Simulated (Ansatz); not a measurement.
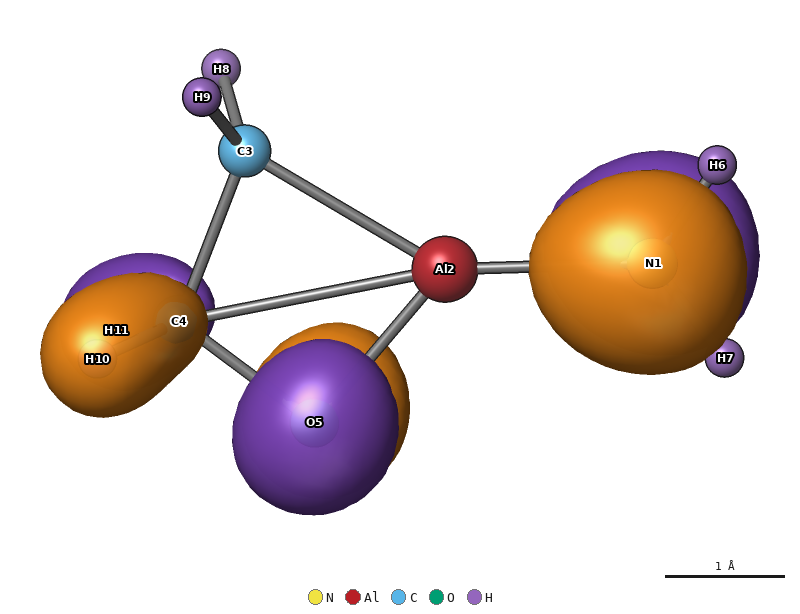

Figure 1: C2H6AlNO. The HOMO−1 at ±0.15 Å⁻³ᐟ² (orange and purple are the two phases), seen across its widest extent.

All numbers below come from Ansatz 0.2.0, RHF/def2-SVP.

```xyz
11

N    -0.5838    2.5142    0.0473
Al   -0.0107    0.8586   -0.0901
C    -0.0561   -0.9676    0.6160
C     0.9357   -1.1793   -0.5663
O     1.0671    0.0955   -1.1856
H    -1.2247    2.8514    0.7397
H    -0.3159    3.2655   -0.5600
H    -0.9749   -1.5495    0.5263
H     0.3803   -1.1704    1.5956
H     1.9128   -1.5262   -0.2218
H     0.5584   -1.9055   -1.2902
```

> Describe this orbital and give its energy.

Its weight (Hirshfeld) is mainly on N1 (about 40 %), O5 (about 30 %) and C4 (about 10 %). Its energy is −10.99 eV.
